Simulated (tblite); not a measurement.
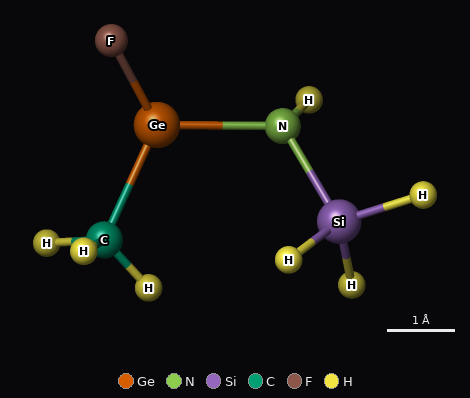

*The input geometry (ball-and-stick view, seen on its broad side). Sticks mark near contacts.*

Bond lengths as drawn: C–Ge 1.92 Å, C–H 1.03 to 1.06 Å, F–Ge 1.75 Å, Ge–N 1.91 Å, H–N 1.04 Å, H–Si 1.42 to 1.44 Å and N–Si 1.80 Å.

Geometry relaxation of CH$_{7}$FGeNSi (part 1 of 2)

CH$_{7}$FGeNSi, multiplicity 2, SMILES [CH3][Ge]([F])[NH][SiH3], computed with GFN2-xTB geometry optimisation, gas phase (tblite 0.8.0).

## Input file
```
{"job": {"kind": "relax", "xc": "GFN2-xTB", "basis": "xTB"}, "charge": 0, "multiplicity": 2}
Ge    -1.206579     0.365825    -0.974865
N      0.300830     0.853813     0.093431
Si     1.738844    -0.217861     0.012014
C     -0.785654    -0.763701    -2.468506
F     -2.683033     0.015242    -0.112828
H      0.511741     1.865726     0.160488
H      2.386992    -0.234540     1.293711
H      2.646381     0.242008    -0.980417
H      1.327101    -1.541068    -0.303323
H     -1.085332    -1.753193    -2.283077
H     -1.329195    -0.445571    -3.317947
H      0.225519    -0.737521    -2.660471
```

The first line tells a small driver script what to run in tblite; the rest is the geometry in Å.

Machine: 1 CPU thread, shared host.

Launch command:
```bash
OMP_NUM_THREADS=1 python <driver script> task.json out
```

## Output
```
step      E/eV     max force
  0    -463.47373    3.971
  1    -463.90195    2.822
  2    -464.19270    1.241
  3    -464.25884    0.689
  4    -464.29785    0.425
  5    -464.31425    0.449
  6    -464.34068    0.495
  7    -464.37056    0.590
  8    -464.40371    0.572
  9    -464.42817    0.618
 10    -464.45212    0.537
 11    -464.48037    0.562
 12    -464.49947    0.453
 13    -464.51238    0.350
 14    -464.52191    0.269
 15    -464.52871    0.272
 16    -464.53528    0.224
 17    -464.53964    0.215
 18    -464.54320    0.233
 19    -464.54652    0.179
 20    -464.55045    0.171
 21    -464.55281    0.160
 22    -464.55562    0.170
 23    -464.55758    0.123
 24    -464.55906    0.082
 25    -464.56003    0.084
 26    -464.56110    0.080
 27    -464.56249    0.106
 28    -464.56405    0.117
 29    -464.56552    0.110
 30    -464.56688    0.153
 31    -464.56835    0.191
 32    -464.57021    0.160
 33    -464.57247    0.133
 34    -464.57364    0.142
 35    -464.57610    0.161
 36    -464.57949    0.166
 37    -464.58374    0.216
 38    -464.58288    0.993
 39    -464.58354    0.560
 40    -464.59112    0.257
 41    -464.59518    0.300
 42    -464.59933    0.429
 43    -464.61542    0.535
 44    -464.62756    0.410
 45    -464.64032    0.725
 46    -464.64827    0.297
 47    -464.65359    0.157
 48    -464.65700    0.241
 49    -464.66345    0.364
 50    -464.67022    0.312
 51    -464.67644    0.199
 52    -464.68053    0.183
 53    -464.68495    0.152
 54    -464.69039    0.177
 55    -464.69526    0.165
 56    -464.69751    0.093
 57    -464.69826    0.065
 58    -464.69866    0.064
 59    -464.69916    0.058
 60    -464.70000    0.061
 61    -464.70056    0.055
 62    -464.70098    0.049
 63    -464.70129    0.041
 64    -464.70161    0.046
 65    -464.70187    0.042
 66    -464.70204    0.029
 67    -464.70218    0.035
 68    -464.70237    0.040
 69    -464.70269    0.076
 70    -464.70324    0.108
 71    -464.70398    0.112
 72    -464.70467    0.082
 73    -464.70511    0.044
 74    -464.70537    0.042
 75    -464.70565    0.059
 76    -464.70612    0.083
 77    -464.70680    0.091
 78    -464.70760    0.075
 79    -464.70834    0.073
 80    -464.70893    0.067
 81    -464.70943    0.059
 82    -464.70992    0.056
 83    -464.71039    0.078
 84    -464.71081    0.078
 85    -464.71130    0.069
 86    -464.71232    0.081
 87    -464.71310    0.090
 88    -464.71402    0.090
 89    -464.71465    0.071
 90    -464.71499    0.062
 91    -464.71520    0.050
 92    -464.71541    0.044
 93    -464.71566    0.038
 94    -464.71595    0.040
 95    -464.71621    0.033
 96    -464.71636    0.022
 97    -464.71644    0.019
 98    -464.71649    0.017
 99    -464.71653    0.015
100    -464.71656    0.014
101    -464.71658    0.012
102    -464.71661    0.016
103    -464.71664    0.019
104    -464.71669    0.025
105    -464.71673    0.029
106    -464.71678    0.023
107    -464.71683    0.018
108    -464.71688    0.018
109    -464.71696    0.028
110    -464.71708    0.042
111    -464.71724    0.047
112    -464.71744    0.040
113    -464.71765    0.042
114    -464.71790    0.049
115    -464.71824    0.063
116    -464.71863    0.072
117    -464.71890    0.059
118    -464.71916    0.046
119    -464.71930    0.032
120    -464.71943    0.025
121    -464.71961    0.039
122    -464.71995    0.063
123    -464.72040    0.080
124    -464.72093    0.081
125    -464.72130    0.088
126    -464.72208    0.105
127    -464.72259    0.069
128    -464.72333    0.081
129    -464.72411    0.060
130    -464.72465    0.057
131    -464.72512    0.066
132    -464.72533    0.064
133    -464.72589    0.053
134    -464.72649    0.088
135    -464.72686    0.093
136    -464.72780    0.079
137    -464.72838    0.061
138    -464.72905    0.058
139    -464.72936    0.074
140    -464.72967    0.055
141    -464.72989    0.027
142    -464.72998    0.031
143    -464.73006    0.026
144    -464.73010    0.021
145    -464.73014    0.020
146    -464.73019    0.021
147    -464.73026    0.024
148    -464.73032    0.021
149    -464.73037    0.018
150    -464.73041    0.017
151    -464.73044    0.017
152    -464.73048    0.015
153    -464.73054    0.018
154    -464.73060    0.022
155    -464.73068    0.024
156    -464.73077    0.028
157    -464.73087    0.036
158    -464.73100    0.041
159    -464.73111    0.048
160    -464.73124    0.034
161    -464.73135    0.025
162    -464.73148    0.029
163    -464.73158    0.032
164    -464.73169    0.034
165    -464.73178    0.027
166    -464.73185    0.033
167    -464.73193    0.022
168    -464.73200    0.019
169    -464.73208    0.017
170    -464.73211    0.016
171    -464.73217    0.017
172    -464.73223    0.023
173    -464.73228    0.017
174    -464.73235    0.030
175    -464.73242    0.026
176    -464.73258    0.018
177    -464.73264    0.019
178    -464.73272    0.023
179    -464.73279    0.023
180    -464.73288    0.021
181    -464.73299    0.023
182    -464.73311    0.030
183    -464.73321    0.040
184    -464.73332    0.045
185    -464.73344    0.033
186    -464.73368    0.029
187    -464.73383    0.038
188    -464.73404    0.040
189    -464.73416    0.027
190    -464.73427    0.034
191    -464.73437    0.021
192    -464.73445    0.021
193    -464.73452    0.018
194    -464.73460    0.020
195    -464.73465    0.020
196    -464.73469    0.017
197    -464.73473    0.013
198    -464.73475    0.016
199    -464.73477    0.007
```

## Trajectory as extended XYZ (Å, eV, eV/Å), 26 frames, from step=0 to step=199
```
12
Properties=species:S:1:pos:R:3:forces:R:3 step=0 energy=-463.47373
Ge   -1.2066    0.3658   -0.9749    0.3200   3.9570  -0.0500
N     0.3008    0.8538    0.0934    1.4860  -0.6410   0.1860
Si    1.7388   -0.2179    0.0120   -1.2410   1.3280   0.6640
C    -0.7857   -0.7637   -2.4685   -0.8950  -1.1800  -0.2840
F    -2.6830    0.0152   -0.1128   -0.9440  -1.0790   0.9460
H     0.5117    1.8657    0.1605   -0.3440  -1.0940  -0.0150
H     2.3870   -0.2345    1.2937    0.1770   0.0990   0.5410
H     2.6464    0.2420   -0.9804    0.6100   0.3580  -0.7480
H     1.3271   -1.5411   -0.3033   -0.4190  -0.8570  -0.2250
H    -1.0853   -1.7532   -2.2831   -0.3110  -1.5080   0.2490
H    -1.3292   -0.4456   -3.3179   -0.5330   0.4840  -0.8560
H     0.2255   -0.7375   -2.6605    2.0940   0.1300  -0.4090
12
Properties=species:S:1:pos:R:3:forces:R:3 step=8 energy=-464.40371
Ge   -1.2641    0.6956   -1.0765    0.5240  -0.1750   0.1480
N     0.3109    0.7886    0.0558    0.1040   0.0420  -0.1530
Si    1.7428   -0.2175    0.0233   -0.3370   0.2580   0.0510
C    -0.8189   -0.7827   -2.5033   -0.1560   0.0310  -0.0890
F    -2.5901   -0.0984   -0.0499    0.2250  -0.0050  -0.0370
H     0.5448    1.7525    0.2739   -0.1850  -0.1890   0.1300
H     2.3783   -0.1693    1.3551   -0.1300   0.0800  -0.1930
H     2.6724    0.2730   -1.0112    0.0280  -0.0410   0.0540
H     1.2707   -1.5529   -0.3064    0.0090  -0.1330  -0.0010
H    -1.1027   -1.7846   -2.2235   -0.2380  -0.0530   0.3020
H    -1.3390   -0.4970   -3.4036   -0.1450   0.0000  -0.2410
H     0.2425   -0.7582   -2.6756    0.3000   0.1860   0.0290
12
Properties=species:S:1:pos:R:3:forces:R:3 step=16 energy=-464.53528
Ge   -1.1829    0.7462   -1.1538    0.0270   0.0110   0.0930
N     0.3208    0.7891   -0.0161   -0.0700  -0.0230  -0.0970
Si    1.7194   -0.2326   -0.0054   -0.1050   0.1740   0.0660
C    -0.8427   -0.7660   -2.5501   -0.0630   0.1670   0.1360
F    -2.3570   -0.1515   -0.0486    0.0310   0.0430  -0.0510
H     0.4609    1.6713    0.4510   -0.0860  -0.0080   0.0740
H     2.3022   -0.0803    1.3270    0.0130  -0.0390   0.0580
H     2.6849    0.2556   -0.9957    0.1000  -0.0720  -0.1330
H     1.2556   -1.5827   -0.2988    0.0500  -0.0510  -0.0210
H    -1.1814   -1.6821   -2.0890    0.0300  -0.0790   0.0140
H    -1.3599   -0.5839   -3.4814   -0.0450   0.0170  -0.0360
H     0.2278   -0.7341   -2.6809    0.1190  -0.1400  -0.1040
12
Properties=species:S:1:pos:R:3:forces:R:3 step=24 energy=-464.55906
Ge   -1.1650    0.7741   -1.1743    0.0140  -0.0500  -0.0250
N     0.3219    0.8151   -0.0442    0.0280   0.0260  -0.0140
Si    1.7187   -0.2055   -0.0132   -0.0040   0.0180   0.0300
C    -0.8352   -0.7528   -2.5450   -0.0250   0.0000   0.0240
F    -2.3086   -0.1453   -0.0602   -0.0480   0.0550  -0.0230
H     0.3718    1.6373    0.5370    0.0120  -0.0560   0.0590
H     2.2771   -0.0740    1.3316    0.0280   0.0400   0.0240
H     2.7024    0.1977   -1.0278    0.0300   0.0560  -0.0400
H     1.2952   -1.5723   -0.2968   -0.0410  -0.0670  -0.0080
H    -1.1804   -1.6537   -2.0562   -0.0210  -0.0490   0.0100
H    -1.3797   -0.5823   -3.4646   -0.0370   0.0080  -0.0160
H     0.2295   -0.7891   -2.7281    0.0620   0.0200  -0.0220
12
Properties=species:S:1:pos:R:3:forces:R:3 step=32 energy=-464.57021
Ge   -1.1397    0.7801   -1.1905    0.0010  -0.0090  -0.0460
N     0.3471    0.8308   -0.0657    0.0190   0.0170   0.1520
Si    1.7365   -0.2033   -0.0172   -0.0210   0.0620   0.0410
C    -0.8303   -0.7687   -2.5446   -0.0600   0.0460   0.0430
F    -2.3428   -0.0878   -0.0853    0.0110   0.0590  -0.0090
H     0.3326    1.5684    0.6259   -0.0230  -0.1290  -0.0930
H     2.2885   -0.0407    1.3336    0.0030  -0.0120  -0.0920
H     2.7070    0.2063   -1.0465   -0.0060   0.0010   0.0210
H     1.2986   -1.5738   -0.2885    0.0350  -0.0050   0.0180
H    -1.1736   -1.6711   -2.0563    0.0120  -0.0210   0.0330
H    -1.4034   -0.5834   -3.4429   -0.0370  -0.0140  -0.0680
H     0.2270   -0.8077   -2.7637    0.0670   0.0050  -0.0010
12
Properties=species:S:1:pos:R:3:forces:R:3 step=40 energy=-464.59112
Ge   -1.0556    0.8362   -1.2583   -0.0610   0.0140  -0.0830
N     0.3531    0.8147   -0.0362   -0.0750  -0.0460   0.1740
Si    1.7680   -0.1779   -0.0327    0.0540  -0.0210   0.0550
C    -0.8378   -0.7911   -2.5554    0.0620   0.0500  -0.0090
F    -2.3739    0.1375   -0.1686    0.0040   0.0480  -0.0040
H     0.1680    1.3067    0.8301    0.0010  -0.0720  -0.2470
H     2.3472    0.0428    1.2893    0.0760  -0.0220   0.0620
H     2.7147    0.2246   -1.0831   -0.0990   0.0310  -0.0250
H     1.3711   -1.5743   -0.2407    0.0690  -0.0320  -0.0190
H    -1.1347   -1.6807   -2.0189   -0.0680  -0.0080   0.1170
H    -1.4745   -0.6374   -3.4186   -0.0010  -0.0050  -0.0020
H     0.2020   -0.8521   -2.8487    0.0390   0.0620  -0.0190
12
Properties=species:S:1:pos:R:3:forces:R:3 step=48 energy=-464.65700
Ge   -0.9543    0.9115   -1.3488    0.0180   0.0490  -0.0540
N     0.2560    0.5601    0.0310   -0.1060   0.0430   0.2120
Si    1.8263   -0.1632    0.0151    0.0360  -0.0670  -0.0930
C    -0.8470   -0.8019   -2.5561    0.0490   0.0220  -0.0440
F    -2.4600    0.6096   -0.3271    0.0050  -0.0290  -0.0450
H    -0.0782    0.8998    0.9257    0.1120  -0.0650  -0.1760
H     2.5676    0.1162    1.2443   -0.1410   0.0640   0.0510
H     2.5905    0.3440   -1.1278   -0.0310   0.0560  -0.0590
H     1.5923   -1.5974   -0.1675    0.0850  -0.1170   0.0130
H    -1.0700   -1.6462   -1.9161    0.0650   0.0260   0.0350
H    -1.5465   -0.7577   -3.3828   -0.0470   0.1050   0.0710
H     0.1708   -0.8258   -2.9316   -0.0460  -0.0870   0.0890
12
Properties=species:S:1:pos:R:3:forces:R:3 step=56 energy=-464.69751
Ge   -0.8764    0.9601   -1.3751    0.0780  -0.0100  -0.0430
N     0.2140    0.4279    0.0424   -0.0070  -0.0040   0.0600
Si    1.8309   -0.1900   -0.0079    0.0190   0.0880   0.0260
C    -0.8335   -0.7843   -2.5313   -0.0390   0.0230   0.0650
F    -2.4588    0.7693   -0.4590   -0.0200  -0.0310  -0.0120
H    -0.1279    0.7129    0.9493    0.0340  -0.0450  -0.0660
H     2.5018    0.1947    1.2331   -0.0050   0.0300   0.0130
H     2.4907    0.4022   -1.1783   -0.0020  -0.0470   0.0210
H     1.7807   -1.6512   -0.1333   -0.0140  -0.0100  -0.0380
H    -1.0382   -1.5795   -1.8253   -0.0280  -0.0050  -0.0360
H    -1.5933   -0.7308   -3.3007    0.0160  -0.0080   0.0070
H     0.1578   -0.8822   -2.9557   -0.0330   0.0200   0.0020
12
Properties=species:S:1:pos:R:3:forces:R:3 step=64 energy=-464.70161
Ge   -0.8476    0.9643   -1.3809   -0.0020  -0.0090  -0.0010
N     0.2140    0.4050    0.0471   -0.0060   0.0140   0.0290
Si    1.8414   -0.1817    0.0002    0.0090   0.0360  -0.0040
C    -0.8421   -0.7815   -2.5209   -0.0170   0.0180  -0.0110
F    -2.4514    0.7828   -0.4979    0.0020  -0.0080  -0.0030
H    -0.1390    0.6669    0.9556    0.0090  -0.0190  -0.0410
H     2.4953    0.2276    1.2426    0.0150   0.0040  -0.0090
H     2.4894    0.3917   -1.1849    0.0140   0.0110   0.0320
H     1.8028   -1.6412   -0.1421    0.0020  -0.0320   0.0180
H    -1.0525   -1.5768   -1.8178   -0.0010  -0.0040  -0.0060
H    -1.6055   -0.7231   -3.2854   -0.0170   0.0140  -0.0140
H     0.1428   -0.8849   -2.9576   -0.0090  -0.0250   0.0090
12
Properties=species:S:1:pos:R:3:forces:R:3 step=72 energy=-464.70467
Ge   -0.8276    0.9608   -1.3920    0.0100   0.0300   0.0280
N     0.2216    0.3892    0.0417    0.0650  -0.0340  -0.0360
Si    1.8604   -0.1716    0.0145   -0.0030   0.0350   0.0040
C    -0.8655   -0.7789   -2.5268   -0.0340  -0.0420   0.0000
F    -2.4407    0.7777   -0.5303   -0.0040   0.0060   0.0210
H    -0.1581    0.6113    0.9484    0.0000   0.0100   0.0160
H     2.5183    0.2673    1.2446   -0.0180  -0.0100   0.0290
H     2.5268    0.4080   -1.1567   -0.0300  -0.0070  -0.0060
H     1.8361   -1.6350   -0.1091    0.0130   0.0110   0.0150
H    -1.1000   -1.5701   -1.8256   -0.0070   0.0140  -0.0070
H    -1.6351   -0.6887   -3.2818    0.0020  -0.0080  -0.0410
H     0.1114   -0.9209   -2.9685    0.0060  -0.0040  -0.0230
12
Properties=species:S:1:pos:R:3:forces:R:3 step=80 energy=-464.70893
Ge   -0.8028    0.9552   -1.4028    0.0240  -0.0140   0.0040
N     0.2516    0.3616    0.0241   -0.0110  -0.0060  -0.0200
Si    1.9066   -0.1478    0.0441   -0.0630  -0.0230  -0.0040
C    -0.9111   -0.7803   -2.5548   -0.0080  -0.0220   0.0010
F    -2.4148    0.7697   -0.5368    0.0160   0.0210   0.0310
H    -0.1620    0.5379    0.9268   -0.0050   0.0110   0.0000
H     2.5230    0.3148    1.2878   -0.0020   0.0150  -0.0060
H     2.5557    0.4325   -1.1351    0.0070  -0.0180   0.0140
H     1.9082   -1.6155   -0.0403    0.0450   0.0250  -0.0050
H    -1.1932   -1.5473   -1.8437    0.0060   0.0000  -0.0480
H    -1.6711   -0.6523   -3.3155    0.0060  -0.0010   0.0050
H     0.0574   -0.9793   -2.9956   -0.0140   0.0130   0.0290
```
